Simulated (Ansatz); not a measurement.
Nudged elastic band, with input and output: SiH₅OF

SiH₅OF, computed with RKS PBE-D4/def2-TZVP (Ansatz 0.2.0).

It belongs to a series of runs on one base structure; here: band between the two ends. Figures and captions count atoms from 1; the log counts them from 0 in places.

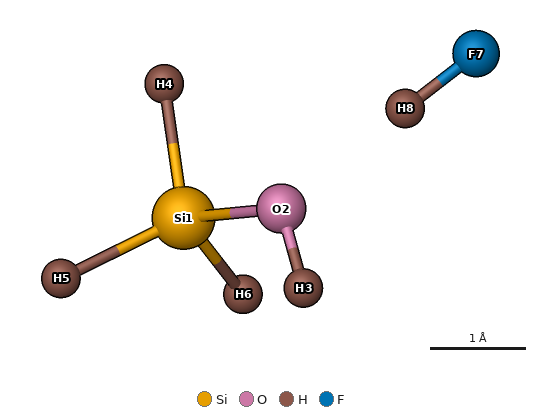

*The starting structure (ball-and-stick view, seen at a tilt; atoms are numbered from 1 in the order of the input).*

Bond lengths as drawn: F–H 0.96 Å, H–O 0.97 Å, H–Si 1.49 to 1.50 Å and O–Si 1.69 Å.

Summary

| quantity | value |
| --- | --- |
| outcome | converged |
| barrier, forward | 0.839 eV |
| barrier, backward | 1.062 eV |
| hardware | 4 threads of Arm Neoverse V1, 24 GiB of memory available, shared host |
| wall time | 72 s (CPU time 4.4 min) |
| peak memory | 0.2 GiB |

Remarks

The order of the saddle point was not checked.

Input file
```yaml
crystal:
  periodic: [false, false, false]
  atoms:
    - { symbol: Si, position_ang: [-0.244612, 0.254121, -0.142139] }
    - { symbol: O, position_ang: [-0.022479, -0.22544, 1.461568] }
    - { symbol: H, position_ang: [-0.819318, -0.285466, 2.011846] }
    - { symbol: H, position_ang: [1.126085, 0.290574, -0.715896] }
    - { symbol: H, position_ang: [-0.885102, 1.604788, -0.180294] }
    - { symbol: H, position_ang: [-1.109191, -0.721456, -0.874386] }
    - { symbol: F, position_ang: [1.640355, -2.22635, 1.852398] }
    - { symbol: H, position_ang: [1.055162, -1.476372, 1.763803] }
basis:
  gaussian: { orbitals: def2-TZVP }
hamiltonian:
  xc: pbe
  dispersion: d4
neb:
  order_check: false
  images: 5
  f_tol: 0.05
  max_iterations: 60
  final_atoms:
    - { symbol: Si, position_ang: [0.40762, -0.03498117, -0.44489007] }
    - { symbol: O, position_ang: [-0.57747754, -0.42923852, 2.44383146] }
    - { symbol: H, position_ang: [-1.21952257, -1.15417644, 2.52114867] }
    - { symbol: H, position_ang: [1.06061755, 0.07523574, -1.78491957] }
    - { symbol: H, position_ang: [0.2388206, 1.31320526, 0.15902341] }
    - { symbol: H, position_ang: [-0.88422725, -0.76513868, -0.57494832] }
    - { symbol: F, position_ang: [1.42774672, -0.91804595, 0.47219936] }
    - { symbol: H, position_ang: [0.28732249, -0.87246124, 2.38545506] }
  initial_path:
    images:
      - { positions_ang: [[-0.244612, 0.254121, -0.142139], [-0.022479, -0.22544, 1.461568], [-0.819318, -0.285466, 2.011846], [1.126085, 0.290574, -0.715896], [-0.885102, 1.604788, -0.180294], [-1.109191, -0.721456, -0.874386], [1.640355, -2.22635, 1.852398], [1.055162, -1.476372, 1.763803]] }
      - { positions_ang: [[-0.16314744, 0.18484822, -0.08570164], [-0.01269358, -0.18368972, 1.65833469], [-0.84723635, -0.3236735, 2.13167793], [1.20900672, 0.21827766, -0.63164354], [-0.81760696, 1.4943625, -0.24323523], [-0.97165621, -0.84865024, -0.76326339], [1.42005651, -1.98299895, 1.4048288], [0.92417731, -1.34407696, 1.7059024]] }
      - { positions_ang: [[-0.08168289, 0.11557544, -0.02926429], [-0.00290816, -0.14193944, 1.85510137], [-0.87515469, -0.361881, 2.25150985], [1.29192843, 0.14598132, -0.54739108], [-0.75011192, 1.383937, -0.30617646], [-0.83412142, -0.97584448, -0.65214078], [1.19975803, -1.73964791, 0.95725959], [0.79319262, -1.21178192, 1.6480018]] }
      - { positions_ang: [[-0.00021833, 0.04630266, 0.02717307], [0.00687726, -0.10018916, 2.05186806], [-0.90307304, -0.4000885, 2.37134178], [1.37485015, 0.07368498, -0.46313863], [-0.68261688, 1.27351149, -0.36911769], [-0.69658663, -1.10303872, -0.54101817], [0.97945954, -1.49629686, 0.50969039], [0.66220793, -1.07948689, 1.59010119]] }
      - { positions_ang: [[0.13572778, 0.01920805, -0.13018131], [-0.18790767, -0.20987228, 2.18252253], [-1.00855622, -0.65145114, 2.42127741], [1.27010595, 0.0742019, -0.90373228], [-0.37547106, 1.28674275, -0.19307066], [-0.7591335, -0.99040537, -0.55232822], [1.1288886, -1.30354656, 0.49719338], [0.53724612, -1.01047834, 1.85521915]] }
      - { positions_ang: [[0.27167389, -0.00788656, -0.28753569], [-0.38269261, -0.3195554, 2.313177], [-1.11403939, -0.90281379, 2.47121304], [1.16536175, 0.07471882, -1.34432592], [-0.06832523, 1.29997401, -0.01702362], [-0.82168038, -0.87777203, -0.56363827], [1.27831766, -1.11079626, 0.48469637], [0.4122843, -0.94146979, 2.1203371]] }
      - { positions_ang: [[0.40762, -0.03498117, -0.44489007], [-0.57747754, -0.42923852, 2.44383146], [-1.21952257, -1.15417644, 2.52114867], [1.06061755, 0.07523574, -1.78491957], [0.2388206, 1.31320526, 0.15902341], [-0.88422725, -0.76513868, -0.57494832], [1.42774672, -0.91804595, 0.47219936], [0.28732249, -0.87246124, 2.38545506]] }
```

Launched with:
```bash
ansatz run input.yaml --threads 4 --pin off --max-ram 5120MiB --backend cpu --events-out ev --progress --plain --runs-dir out
```

Log
```
Engine: ansatz 0.2.0, aarch64-unknown-linux-gnu
Functional definition: PBE
  parameter kappa = 0.804
  parameter beta = 0.06672455060314922
  exchange = pbe_x(kappa = kappa, mu = beta*pi^2/3)
  correlation = pbe_c(beta = beta)
779 factors; their error is unknown
mean field evaluation 1: about -12710.8776 eV, gradient 6.6e1 eV
mean field evaluation 2: about -12686.4288 eV, gradient 1.3e2 eV
mean field evaluation 4: about -12717.3478 eV, gradient 1.1e1 eV
mean field evaluation 8: about -12717.5025 eV, gradient 2.5e-1 eV
mean field -12717.50256005 eV, -467.3595988492 hartree, gradient 4.0e-5 eV, S^2 0.000000; 0 other end points of the search recorded, 0 dependent functions left out
the calculation of the forces begins
reference -12717.50259558 eV, -467.3596001548 hartree; 18, 18 occupied and 111, 111 virtual orbitals, 779 factors
779 factors; their error is unknown
mean field evaluation 16: about -12710.8931 eV, gradient 6.6e1 eV
mean field evaluation 32: about -12717.7255 eV, gradient 2.0e-5 eV
mean field -12717.72549876 eV, -467.3677916955 hartree, gradient 2.0e-5 eV, S^2 0.000000; 0 other end points of the search recorded, 0 dependent functions left out
[... from here on the field's lines of each further geometry are left out, up to the last ...]
NEB iter   1: max|band force component| = 5.251e0 eV/Å  barrier→ = 2.0203 eV  barrier← = 2.2435 eV  Δτ_max = 0.1995 Å  (183 SCF iters)
NEB iter   2: max|band force component| = 1.716e0 eV/Å  barrier→ = 1.1113 eV  barrier← = 1.3345 eV  Δτ_max = 0.2000 Å  (153 SCF iters)
NEB iter   3: max|band force component| = 7.155e-1 eV/Å  barrier→ = 0.9780 eV  barrier← = 1.2012 eV  Δτ_max = 0.0785 Å  (146 SCF iters)
NEB iter   4: max|band force component| = 5.569e-1 eV/Å  barrier→ = 0.9455 eV  barrier← = 1.1687 eV  Δτ_max = 0.1247 Å  (147 SCF iters)
NEB iter   5: max|band force component| = 3.720e-1 eV/Å  barrier→ = 0.9091 eV  barrier← = 1.1323 eV  CI = image 3  Δτ_max = 0.0993 Å  (145 SCF iters)
NEB iter   6: max|band force component| = 2.354e-1 eV/Å  barrier→ = 0.8989 eV  barrier← = 1.1221 eV  CI = image 3  Δτ_max = 0.0538 Å  (146 SCF iters)
NEB iter   7: max|band force component| = 2.987e-1 eV/Å  barrier→ = 0.8823 eV  barrier← = 1.1055 eV  CI = image 3  Δτ_max = 0.0272 Å  (147 SCF iters)
NEB iter   8: max|band force component| = 2.953e-1 eV/Å  barrier→ = 0.8759 eV  barrier← = 1.0991 eV  CI = image 3  Δτ_max = 0.0545 Å  (147 SCF iters)
NEB iter   9: max|band force component| = 2.644e-1 eV/Å  barrier→ = 0.8618 eV  barrier← = 1.0850 eV  CI = image 3  Δτ_max = 0.1091 Å  (144 SCF iters)
NEB iter  10: max|band force component| = 1.468e-1 eV/Å  barrier→ = 0.8432 eV  barrier← = 1.0664 eV  CI = image 3  Δτ_max = 0.1081 Å  (144 SCF iters)
NEB iter  11: max|band force component| = 1.983e-1 eV/Å  barrier→ = 0.8421 eV  barrier← = 1.0653 eV  CI = image 3  Δτ_max = 0.0541 Å  (142 SCF iters)
NEB iter  12: max|band force component| = 2.043e-1 eV/Å  barrier→ = 0.8403 eV  barrier← = 1.0635 eV  CI = image 3  Δτ_max = 0.0556 Å  (149 SCF iters)
NEB iter  13: max|band force component| = 2.001e-1 eV/Å  barrier→ = 0.8394 eV  barrier← = 1.0626 eV  CI = image 3  Δτ_max = 0.0548 Å  (139 SCF iters)
NEB iter  14: max|band force component| = 1.701e-1 eV/Å  barrier→ = 0.8393 eV  barrier← = 1.0625 eV  CI = image 3  Δτ_max = 0.0550 Å  (149 SCF iters)
NEB iter  15: max|band force component| = 1.427e-1 eV/Å  barrier→ = 0.8393 eV  barrier← = 1.0625 eV  CI = image 3  Δτ_max = 0.1079 Å  (124 SCF iters)
NEB iter  16: max|band force component| = 1.787e-1 eV/Å  barrier→ = 0.8393 eV  barrier← = 1.0624 eV  CI = image 3  Δτ_max = 0.0538 Å  (129 SCF iters)
NEB iter  17: max|band force component| = 1.147e-1 eV/Å  barrier→ = 0.8392 eV  barrier← = 1.0624 eV  CI = image 3  Δτ_max = 0.0542 Å  (128 SCF iters)
NEB iter  18: max|band force component| = 7.243e-2 eV/Å  barrier→ = 0.8392 eV  barrier← = 1.0624 eV  CI = image 3  Δτ_max = 0.0541 Å  (131 SCF iters)
the calculation of the forces begins
reference -12717.69652270 eV, -467.3667268451 hartree; 18, 18 occupied and 111, 111 virtual orbitals, 779 factors
779 factors; their error is unknown
mean field -12716.65214866 eV, -467.3283468069 hartree, gradient 2.4e-5 eV, S^2 0.000000; 1 other end points of the search recorded, 0 dependent functions left out
the calculation of the forces begins
reference -12716.65218366 eV, -467.3283480932 hartree; 18, 18 occupied and 111, 111 virtual orbitals, 779 factors
NEB iter  19: max|band force component| = 4.999e-2 eV/Å  barrier→ = 0.8392 eV  barrier← = 1.0624 eV  CI = image 3  Δτ_max = 0.0000 Å  (257 SCF iters)
```

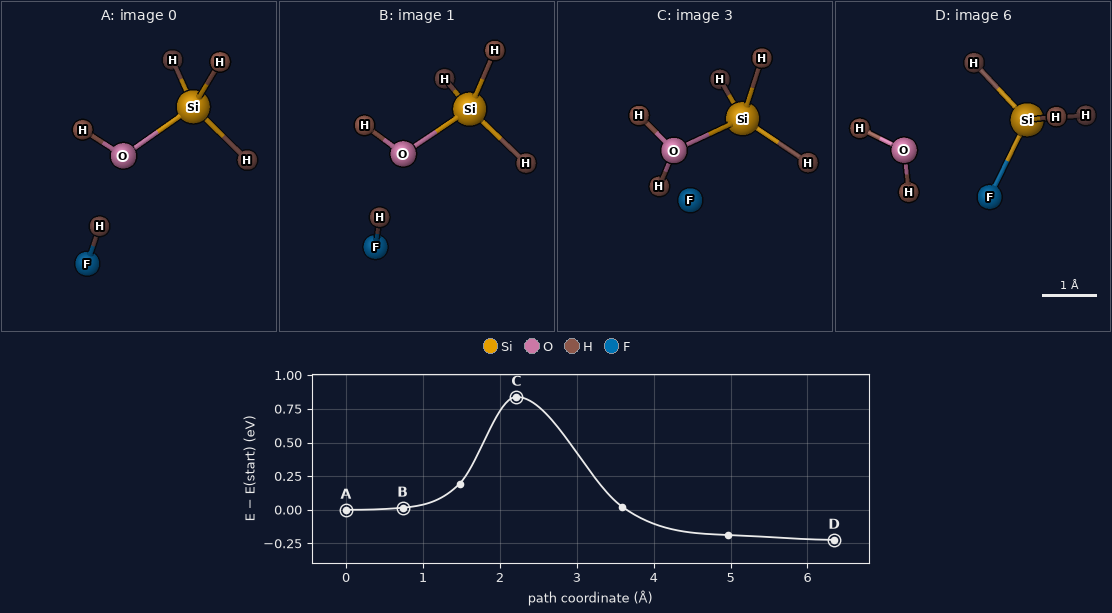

*Images of the last band (counted from 0; ball-and-stick, seen at a tilt) above the energy along the path; the line is a cubic interpolation that uses the forces.*

The highest image is number 3, 0.839 eV above the start and 1.062 eV above the end (the climbing image); the end lies 0.223 eV below the start. The path is 6.35 Å long. The band converged in 19 iterations.

```
Total energy: -12716.75370988 eV, -467.3320791127 hartree
Atom 0 at     0.083726    -0.128118    -0.008830 Å, force     0.000569    -0.000053     0.000432 eV/Å
Atom 1 at     0.061272    -0.112154     1.862713 Å, force     0.000086    -0.002398    -0.000070 eV/Å
Atom 2 at    -0.819662    -0.095992     2.275674 Å, force    -0.000203     0.001067    -0.000300 eV/Å
Atom 3 at     1.364736     0.340018    -0.598338 Å, force     0.000200    -0.000043    -0.000307 eV/Å
Atom 4 at    -0.788055     1.110890    -0.038231 Å, force    -0.000593     0.000234    -0.000156 eV/Å
Atom 5 at    -0.758600    -1.108412    -0.753479 Å, force    -0.000418     0.000191    -0.000085 eV/Å
Atom 6 at     1.045427    -1.695052     0.697484 Å, force     0.000363     0.000121    -0.000318 eV/Å
Atom 7 at     0.552056    -1.096782     1.739906 Å, force    -0.000003     0.000882     0.000804 eV/Å
Dipole moment:    -0.395934     0.119206     0.428529 e Å
this run last wrote the band of iteration 19 to [file]
```

The last band as extended XYZ (Å, eV, eV/Å)
```
8
Properties=species:S:1:pos:R:3:forces:R:3 image=0 energy=-12717.59289
Si   -0.2446    0.2541   -0.1421   -0.0050   0.0002   0.0017
O    -0.0225   -0.2254    1.4616   -0.0006  -0.0047  -0.0200
H    -0.8193   -0.2855    2.0118   -0.0011   0.0006   0.0061
H     1.1261    0.2906   -0.7159   -0.0081  -0.0005   0.0026
H    -0.8851    1.6048   -0.1803    0.0079  -0.0183   0.0000
H    -1.1092   -0.7215   -0.8744    0.0108   0.0156   0.0108
F     1.6404   -2.2264    1.8524   -0.0186   0.0278  -0.0016
H     1.0552   -1.4764    1.7638    0.0146  -0.0207   0.0004
8
Properties=species:S:1:pos:R:3:forces:R:3 image=1 energy=-12717.57737
Si   -0.1767    0.2172   -0.0667   -0.0084   0.0110  -0.0060
O     0.0053   -0.0886    1.5878    0.0007  -0.0034  -0.0111
H    -0.8076   -0.0979    2.1178    0.0034  -0.0069  -0.0064
H     1.2077    0.4088   -0.5704   -0.0076   0.0062  -0.0063
H    -0.9990    1.4511   -0.2487   -0.0057   0.0140  -0.0031
H    -0.8444   -0.9312   -0.7474   -0.0099   0.0129  -0.0076
F     1.4277   -2.2653    1.4427    0.0157  -0.0238   0.0363
H     0.9279   -1.4797    1.6619    0.0116  -0.0100   0.0044
8
Properties=species:S:1:pos:R:3:forces:R:3 image=2 energy=-12717.39920
Si   -0.0712    0.0925    0.0193   -0.1444   0.1961   0.0258
O    -0.0021   -0.0662    1.7288   -0.0453   0.0431  -0.1205
H    -0.8492   -0.0318    2.2007   -0.0126   0.0666  -0.0613
H     1.3069    0.3446   -0.4790   -0.0585  -0.0045   0.0945
H    -0.9158    1.2990   -0.1805   -0.1137   0.1712  -0.1243
H    -0.7254   -1.0610   -0.6665    0.0150   0.0430   0.0872
F     1.2215   -1.9840    0.9638    0.1527  -0.2635   0.2349
H     0.7761   -1.3787    1.5902    0.2068  -0.2520  -0.1363
8
Properties=species:S:1:pos:R:3:forces:R:3 image=3 energy=-12716.75367
Si    0.0837   -0.1281   -0.0088    0.0006  -0.0001   0.0004
O     0.0613   -0.1122    1.8627    0.0001  -0.0024  -0.0001
H    -0.8197   -0.0960    2.2757   -0.0002   0.0011  -0.0003
H     1.3647    0.3400   -0.5983    0.0002   0.0000  -0.0003
H    -0.7881    1.1109   -0.0382   -0.0006   0.0002  -0.0002
H    -0.7586   -1.1084   -0.7535   -0.0004   0.0002  -0.0001
F     1.0454   -1.6951    0.6975    0.0004   0.0001  -0.0003
H     0.5521   -1.0968    1.7399    0.0000   0.0009   0.0008
8
Properties=species:S:1:pos:R:3:forces:R:3 image=4 energy=-12717.56853
Si    0.2050   -0.2668   -0.4193    0.0391  -0.0832  -0.1827
O     0.0693   -0.0874    2.5672   -0.0024   0.0061   0.2988
H    -0.8913   -0.1990    2.4800   -0.0163   0.0111   0.1022
H     1.3786    0.4171   -1.0178    0.0039   0.0073  -0.1874
H    -0.6496    0.7550    0.2465    0.0588  -0.1484   0.1193
H    -0.6689   -1.0299   -1.3463    0.0404   0.0369  -0.2885
F     0.8563   -1.4720    0.4874   -0.0936   0.0769  -0.0680
H     0.4415   -0.9026    2.1791   -0.0299   0.0932   0.2063
8
Properties=species:S:1:pos:R:3:forces:R:3 image=5 energy=-12717.77951
Si    0.3422   -0.1459   -0.6342   -0.0080   0.0184  -0.0098
O    -0.3444   -0.2388    2.8410   -0.0118  -0.0011   0.0089
H    -1.0644   -0.8667    3.0131   -0.0001  -0.0134   0.0162
H     1.4018    0.2734   -1.5952    0.0008  -0.0070  -0.0138
H    -0.2063    1.0167    0.1130    0.0126   0.0034  -0.0108
H    -0.7383   -0.9003   -1.3325    0.0003   0.0002   0.0010
F     1.0383   -1.1679    0.4303    0.0109  -0.0033   0.0051
H     0.3120   -0.7562    2.3414   -0.0047   0.0028   0.0032
8
Properties=species:S:1:pos:R:3:forces:R:3 image=6 energy=-12717.81607
Si    0.4076   -0.0350   -0.4449    0.0022   0.0048  -0.0058
O    -0.5775   -0.4292    2.4438   -0.0034   0.0039  -0.0002
H    -1.2195   -1.1542    2.5211    0.0110  -0.0014  -0.0036
H     1.0606    0.0752   -1.7849   -0.0055  -0.0017   0.0068
H     0.2388    1.3132    0.1590   -0.0003  -0.0042  -0.0017
H    -0.8842   -0.7651   -0.5749    0.0017   0.0031   0.0030
F     1.4277   -0.9180    0.4722    0.0026  -0.0027   0.0015
H     0.2873   -0.8725    2.3855   -0.0083  -0.0017   0.0001
```
